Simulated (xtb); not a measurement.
Run report: C₂H₄SSi, geometry relaxation (part 2 of 2)

Continued. System: C₂H₄SSi. Method: GFN2-xTB (xtb 6.7.1).  The settings are looser than a standard set-up, so the numbers are not reference values.

Geometry of the input (Å):
```
Si -0.3649  0.9944  -0.4236
C  -0.2525  -0.7971  -0.0207
C  0.7416  -1.2403  0.7433
S  2.0294  -1.7587  1.5622
H  -1.4358  1.1501  -1.3040
H  -0.4108  1.7852  0.7872
H  0.8812  1.3462  -1.1311
H  -1.0164  -1.4313  -0.4122
```

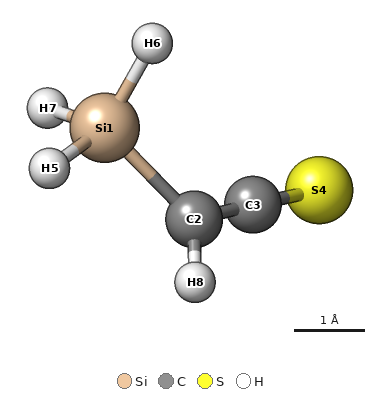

Figure 1. The geometry at step 2 of the log (ball-and-stick view, seen at a tilt; atoms are numbered from 1 in the order of the input).

Log, continued
```
------------------------------------------------------------------------
 total energy gain   :        -0.0089648 Eh       -5.6255 kcal/mol
 total RMSD          :         0.1102206 a0        0.0583 Å
 total power (kW/mol):        -4.7074259 (step) -376.7500 (real)
------------------------------------------------------------------------

 ANCopt (total)                0 d,  0 h,  0 min,  0.062 sec
 optimizer setup                ...        0 min,  0.000 sec (  0.264%)
 model hessian                  ...        0 min,  0.001 sec (  1.387%)
 ANC generation                 ...        0 min,  0.000 sec (  0.481%)
 coordinate transformation      ...        0 min,  0.000 sec (  0.166%)
 single point calculation       ...        0 min,  0.059 sec ( 94.114%)
 optimization log               ...        0 min,  0.001 sec (  1.349%)
 hessian update                 ...        0 min,  0.000 sec (  0.109%)
 rational function              ...        0 min,  0.001 sec (  1.256%)

================
 final structure:
================
8
 xtb: 6.7.1
Si          -0.29953576776751        1.01267136241874       -0.43825797249806
C           -0.21896837994406       -0.82821762744043       -0.00461069922641
C            0.73863870533640       -1.30616896597035        0.71460870278391
S            1.97789910926418       -1.74160287189973        1.55713851776470
H           -1.47999880040391        1.14907716047204       -1.29148033929198
H           -0.44331369660114        1.80777985239109        0.78201803533193
H            0.91359613252109        1.40873506246828       -1.15340860968062
H           -1.01650730240505       -1.45379397243964       -0.36490763518348

 Bond Distances (Angstroems)
 ---------------------------
Si1-C2=1.8930        Si1-H5=1.4629        Si1-H6=1.4635        Si1-H7=1.4629        C2-Si1=1.8930        C2-C3=1.2895
C2-H8=1.0757         C3-C2=1.2895         C3-S4=1.5605         S4-C3=1.5605         H5-Si1=1.4629        H6-Si1=1.4635
H7-Si1=1.4629        H8-C2=1.0757
 C  H  Rav=1.0757 sigma=0.0000  Rmin=1.0757  Rmax=1.0757     1
 C  C  Rav=1.2895 sigma=0.0000  Rmin=1.2895  Rmax=1.2895     1
 Si H  Rav=1.4631 sigma=0.0003  Rmin=1.4629  Rmax=1.4635     3
 Si C  Rav=1.8930 sigma=0.0000  Rmin=1.8930  Rmax=1.8930     1
 S  C  Rav=1.5605 sigma=0.0000  Rmin=1.5605  Rmax=1.5605     1

 selected bond angles (degree)
 --------------------
H5-Si1-C2=104.99               H6-Si1-C2=109.97               H6-Si1-H5=110.88               H7-Si1-C2=109.88
H7-Si1-H5=111.03               H7-Si1-H6=110.00               C3-C2-Si1=121.32               H8-C2-Si1=117.21
H8-C2-C3=121.46                S4-C3-C2=173.89

 selected dihedral angles (degree)
 ---------------------------------
C3-C2-Si1-H5=177.97           C3-C2-Si1-H6=297.30           C3-C2-Si1-H7= 58.52           H8-C2-Si1-H5=356.66
H8-C2-Si1-H6=115.98           H8-C2-Si1-H7=237.20           S4-C3-C2-Si1=345.50           S4-C3-C2-H8=166.88
           -------------------------------------------------
          |                Final Singlepoint                |
           -------------------------------------------------

          ...................................................
          :                      SETUP                      :
          :.................................................:
          :  # basis functions                  32          :
          :  # atomic orbitals                  30          :
          :  # shells                           14          :
          :  # electrons                        22          :
          :  max. iterations                   250          :
          :  Hamiltonian                  GFN2-xTB          :
          :  restarted?                      false          :
          :  GBSA solvation                  false          :
          :  PC potential                    false          :
          :  electronic temp.          300.0000000     K    :
          :  accuracy                    1.0000000          :
          :  -> integral cutoff          0.2500000E+02      :
          :  -> integral neglect         0.1000000E-07      :
          :  -> SCF convergence          0.1000000E-05 Eh   :
          :  -> wf. convergence          0.1000000E-03 e    :
          :  Broyden damping             0.4000000          :
          :  net charge                          0          :
          :  unpaired electrons                  0          :
          ...................................................

 iter      E             dE          RMSdq      gap      omega  full diag
   1    -11.4048648 -0.114049E+02  0.261E-05    2.30       0.0  T
   2    -11.4048648 -0.266454E-13  0.168E-05    2.30    2106.5  T
   3    -11.4048648  0.575540E-12  0.130E-05    2.30    2715.1  T

   *** convergence criteria satisfied after 3 iterations ***

         #    Occupation            Energy/Eh            Energy/eV
      -------------------------------------------------------------
         1        2.0000           -0.7347899             -19.9947
       ...           ...                  ...                  ...
         5        2.0000           -0.4940300             -13.4432
         6        2.0000           -0.4666339             -12.6978
         7        2.0000           -0.4610851             -12.5468
         8        2.0000           -0.4409837             -11.9998
         9        2.0000           -0.4407070             -11.9922
        10        2.0000           -0.4096854             -11.1481
        11        2.0000           -0.3666022              -9.9758 (HOMO)
        12                         -0.2819914              -7.6734 (LUMO)
        13                         -0.2337877              -6.3617
        14                         -0.1935200              -5.2659
        15                         -0.1826988              -4.9715
        16                         -0.1655050              -4.5036
       ...                                ...                  ...
        30                          1.1400924              31.0235
      -------------------------------------------------------------
                  HL-Gap            0.0846108 Eh            2.3024 eV
             Fermi-level           -0.3242968 Eh           -8.8246 eV

 SCC (total)                   0 d,  0 h,  0 min,  0.009 sec
 SCC setup                      ...        0 min,  0.000 sec (  1.749%)
 Dispersion                     ...        0 min,  0.000 sec (  0.589%)
 classical contributions        ...        0 min,  0.000 sec (  0.188%)
 integral evaluation            ...        0 min,  0.002 sec ( 22.421%)
 iterations                     ...        0 min,  0.002 sec ( 23.957%)
 molecular gradient             ...        0 min,  0.004 sec ( 46.952%)
 printout                       ...        0 min,  0.000 sec (  3.738%)

         :::::::::::::::::::::::::::::::::::::::::::::::::::::
         ::                     SUMMARY                     ::
         :::::::::::::::::::::::::::::::::::::::::::::::::::::
         :: total energy             -11.239803133261 Eh    ::
         :: gradient norm              0.002141959846 Eh/a0 ::
         :: HOMO-LUMO gap              2.302376126618 eV    ::
         ::.................................................::
         :: SCC energy               -11.404862453645 Eh    ::
         :: -> isotropic ES            0.015672519243 Eh    ::
         :: -> anisotropic ES          0.002573233103 Eh    ::
         :: -> anisotropic XC          0.007416256260 Eh    ::
         :: -> dispersion             -0.005213218912 Eh    ::
         :: repulsion energy           0.165059320384 Eh    ::
         :: add. restraining           0.000000000000 Eh    ::
         :: total charge              -0.000000000000 e     ::
         :::::::::::::::::::::::::::::::::::::::::::::::::::::

           -------------------------------------------------
          |                Property Printout                |
           -------------------------------------------------

    * Orbital Energies and Occupations

         #    Occupation            Energy/Eh            Energy/eV
      -------------------------------------------------------------
         1        2.0000           -0.7347899             -19.9947
         2        2.0000           -0.7130833             -19.4040
         3        2.0000           -0.6183800             -16.8270
         4        2.0000           -0.5372862             -14.6203
         5        2.0000           -0.4940300             -13.4432
         6        2.0000           -0.4666339             -12.6978
         7        2.0000           -0.4610851             -12.5468
         8        2.0000           -0.4409837             -11.9998
         9        2.0000           -0.4407070             -11.9922
        10        2.0000           -0.4096854             -11.1481
        11        2.0000           -0.3666022              -9.9758 (HOMO)
        12                         -0.2819914              -7.6734 (LUMO)
        13                         -0.2337877              -6.3617
        14                         -0.1935200              -5.2659
        15                         -0.1826988              -4.9715
        16                         -0.1655050              -4.5036
        17                         -0.1327810              -3.6132
        18                         -0.0844977              -2.2993
        19                         -0.0617691              -1.6808
        20                          0.0016132               0.0439
        21                          0.0018174               0.0495
        22                          0.0712483               1.9388
       ...                                ...                  ...
        30                          1.1400924              31.0235
      -------------------------------------------------------------
                  HL-Gap            0.0846108 Eh            2.3024 eV
             Fermi-level           -0.3242968 Eh           -8.8246 eV

     #   Z          covCN         q      C6AA      α(0)
     1  14 Si       3.663     0.462    98.353    19.008
     2   6 C        2.797    -0.180    32.680     9.365
     3   6 C        1.990     0.072    29.236     8.732
     4  16 S        0.990    -0.172   146.370    20.463
     5   1 H        0.918    -0.090     5.224     3.575
     6   1 H        0.918    -0.084     5.044     3.513
     7   1 H        0.918    -0.084     5.048     3.514
     8   1 H        0.926     0.076     2.017     2.221

 Mol. C6AA /au·bohr⁶  :       1697.465184
 Mol. C8AA /au·bohr⁸  :      65511.679116
 Mol. α(0) /au        :         70.388592

Wiberg/Mayer (AO) data.
largest (>0.10) Wiberg bond orders for each atom

 ---------------------------------------------------------------------------
     #   Z sym  total        # sym  WBO       # sym  WBO       # sym  WBO
 ---------------------------------------------------------------------------
     1  14 Si   3.662 --     7 H    0.895     6 H    0.894     5 H    0.892
                             2 C    0.812     4 S    0.120
     2   6 C    3.950 --     3 C    1.913     8 H    0.917     1 Si   0.812
                             4 S    0.243
     3   6 C    3.928 --     4 S    1.916     2 C    1.913
     4  16 S    2.336 --     3 C    1.916     2 C    0.243     1 Si   0.120
     5   1 H    0.987 --     1 Si   0.892
     6   1 H    0.993 --     1 Si   0.894
     7   1 H    0.993 --     1 Si   0.895
     8   1 H    0.994 --     2 C    0.917
 ---------------------------------------------------------------------------

Topologies differ in total number of bonds
Writing topology from bond orders to xtbtopo.mol

molecular dipole:
                 x           y           z       tot (Debye)
 q only:       -0.700       0.635      -0.563
   full:       -0.715       0.464      -0.531       2.551
molecular quadrupole (traceless):
                xx          xy          yy          xz          yz          zz
 q only:       -1.013       3.080       0.899      -2.445       2.064       0.114
  q+dip:       -0.225       3.897       0.291      -1.859       2.623      -0.065
   full:       -1.042       4.112       1.487      -2.364       2.468      -0.445

           -------------------------------------------------
          |                Geometry Summary                 |
           -------------------------------------------------

      molecular mass/u    :       88.2035209
   center of mass at/Å    :        0.6712614      -0.5680429       0.5000293
  moments of inertia/u·Å² :        0.2570836E+02   0.2829029E+03   0.3028139E+03
rotational constants/cm⁻¹ :        0.6557256E+00   0.5958805E-01   0.5566994E-01

 * 6 selected distances

     #   Z          #   Z                                           value/Å
     2   6 C        3   6 C                                       1.2894672
     3   6 C        4  16 S                                       1.5605211 (max)
     1  14 Si       5   1 H                                       1.4629041
     1  14 Si       6   1 H                                       1.4635380
     1  14 Si       7   1 H                                       1.4628726
     2   6 C        8   1 H                                       1.0757454 (min)

 * 4 distinct bonds (by element types)

   Z      Z             #   av. dist./Å        max./Å        min./Å
   1 H    6 C           1     1.0757454     1.0757454     1.0757454
   6 C    6 C           1     1.2894672     1.2894672     1.2894672
   1 H   14 Si          3     1.4631049     1.4635380     1.4628726
   6 C   16 S           1     1.5605211     1.5605211     1.5605211

optimized geometry written to: xtbopt.xyz

           -------------------------------------------------
          | TOTAL ENERGY              -11.239803133261 Eh   |
          | GRADIENT NORM               0.002141959846 Eh/α |
          | HOMO-LUMO GAP               2.302376126618 eV   |
           -------------------------------------------------

------------------------------------------------------------------------
------------------------------------------------------------------------
 total:
 *  cpu-time:     0 d,  0 h,  0 min,  0.116 sec
 * ratio c/w:     0.981 speedup
 SCF:
 *  cpu-time:     0 d,  0 h,  0 min,  0.017 sec
 * ratio c/w:     0.962 speedup
 ANC optimizer:
 *  cpu-time:     0 d,  0 h,  0 min,  0.072 sec
 * ratio c/w:     0.988 speedup
```

File xtbopt.xyz
```
8
 energy: -11.239803133261 gnorm: 0.002141959846 xtb: 6.7.1
Si          -0.29953576776751        1.01267136241874       -0.43825797249806
C           -0.21896837994406       -0.82821762744043       -0.00461069922641
C            0.73863870533640       -1.30616896597035        0.71460870278391
S            1.97789910926418       -1.74160287189973        1.55713851776470
H           -1.47999880040391        1.14907716047204       -1.29148033929198
H           -0.44331369660114        1.80777985239109        0.78201803533193
H            0.91359613252109        1.40873506246828       -1.15340860968062
H           -1.01650730240505       -1.45379397243964       -0.36490763518348
```

Standard error
```
normal termination of xtb
```

Trajectory as extended XYZ (Å, eV, eV/Å), 5 frames, from step=0 to step=4
```
8
Properties=species:S:1:pos:R:3 step=0 energy=-305.60668
Si   -0.3649    0.9944   -0.4236
C    -0.2525   -0.7971   -0.0207
C     0.7416   -1.2403    0.7433
S     2.0294   -1.7587    1.5622
H    -1.4358    1.1501   -1.3040
H    -0.4108    1.7852    0.7872
H     0.8812    1.3462   -1.1311
H    -1.0164   -1.4313   -0.4122
8
Properties=species:S:1:pos:R:3 step=1 energy=-305.82542
Si   -0.3137    1.0010   -0.4255
C    -0.2389   -0.8255   -0.0071
C     0.7206   -1.3059    0.7156
S     2.0003   -1.7045    1.5578
H    -1.4599    1.1594   -1.2934
H    -0.4237    1.7965    0.7937
H     0.9073    1.3798   -1.1477
H    -1.0202   -1.4522   -0.3922
8
Properties=species:S:1:pos:R:3 step=2 energy=-305.82970
Si   -0.3004    1.0193   -0.4464
C    -0.2064   -0.8190    0.0027
C     0.7450   -1.2522    0.7388
S     1.9603   -1.7989    1.5377
H    -1.4930    1.1449   -1.2984
H    -0.4562    1.8099    0.7802
H     0.9133    1.4127   -1.1610
H    -0.9907   -1.4682   -0.3524
8
Properties=species:S:1:pos:R:3 step=3 energy=-305.84981
Si   -0.2988    1.0143   -0.4403
C    -0.2137   -0.8267   -0.0070
C     0.7399   -1.2980    0.7204
S     1.9741   -1.7526    1.5557
H    -1.4833    1.1487   -1.2919
H    -0.4463    1.8072    0.7823
H     0.9131    1.4112   -1.1571
H    -1.0132   -1.4555   -0.3609
8
Properties=species:S:1:pos:R:3 step=4 energy=-305.85062
Si   -0.2995    1.0127   -0.4383
C    -0.2190   -0.8282   -0.0046
C     0.7386   -1.3062    0.7146
S     1.9779   -1.7416    1.5571
H    -1.4800    1.1491   -1.2915
H    -0.4433    1.8078    0.7820
H     0.9136    1.4087   -1.1534
H    -1.0165   -1.4538   -0.3649
```

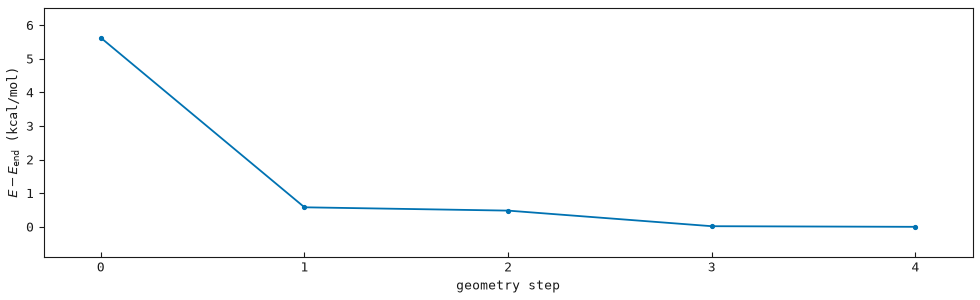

Figure 2. Progress of the relaxation, step by step (steps are counted from 0).

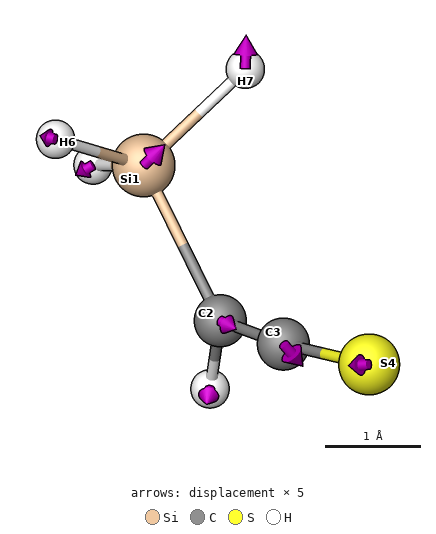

Figure 3. The starting structure with the displacements as pink arrows, magnified 5 times (ball-and-stick view, seen at a tilt). The two geometries are laid on each other by the best rigid fit. After 4 geometry steps the energy has fallen by 5.63 kcal/mol. The largest move after the best rigid fit is that of H7, 0.074 Å. By element the largest moves are H 0.074 Å, C 0.072 Å, Si 0.069 Å, S 0.054 Å. Among the contacts that change: Si1–H5 1.395 → 1.463 Å, Si1–C2 1.840 → 1.893 Å, C3–S4 1.612 → 1.561 Å, C2–C3 1.330 → 1.289 Å. Among the angles that change: H5–Si1–H6 116.3° → 110.9°, C2–Si1–H7 106.6° → 109.9°, H6–Si1–H7 107.3° → 110.0°. (Atoms are counted from 1 in the order of the input.)

Key numbers

- outcome: converged
- electrons treated: 22
- total energy: −11.239803 hartree
- dispersion energy: −0.005213 hartree
- basis functions: 32
- HOMO: −9.98 eV
- LUMO: −7.67 eV
- dipole moment: 2.55 D
- hardware: 1 thread of Intel Xeon @ 2.50GHz (Skylake/Cascade Lake), 189 GiB of memory available, shared host
- peak memory: 0.071 GiB

Settings chosen away from the usual ones: method = gfn2-xtb; task = optimise; opt_level = crude; x = {}; partner = base. These settings are looser than, or depart from, a standard set-up, so the numbers are not reference values for this system.
